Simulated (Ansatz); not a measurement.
All values below come from PBE (plane waves to 420 eV, PAW; Ansatz, an electronic-structure program).

Host crystal: wurtzite GaN, with a band gap (PBE, scalar-relativistic without spin-orbit coupling).

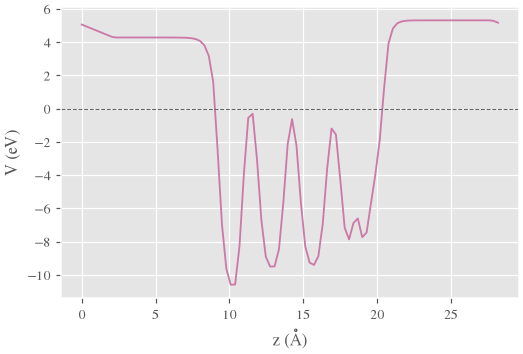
Fig. 1. Plane-averaged electrostatic potential energy along the normal, in eV from the Fermi level, for N on the 1x1 (10-10) surface of wurtzite GaN (cut with top plane Ga + N), one in a 1x1 cell, started at the site 'top N'

Set-up: 17 atoms, 9.3 Å thick at the start under the adsorbate (thin: gaps and levels are the slab's own); mesh 6x4x1; 0.01 eV smearing; dipole correction on; 8 atoms held, the rest relaxed; held to the start's symmetry, so lower structures may exist; spin-polarised, no spin-orbit, no U, no dispersion correction. The slab shows no gap over 0.04 eV on its mesh. The starting moment vanished. At the end it is bonded to Ga + N. In PBE it is, or lies within 0.03 eV of, the lowest of the starts that converged.

**Question.** The surface cell has an area of 16.87 Å². What dipole along the normal does the step between the two vacuum levels imply?

**Answer.** the top vacuum level lies 1.03 eV above the bottom one; p = −ε₀ A ΔV (ε₀ = 0.005526 e/(V·Å)) gives -0.10 e·Å a cell.
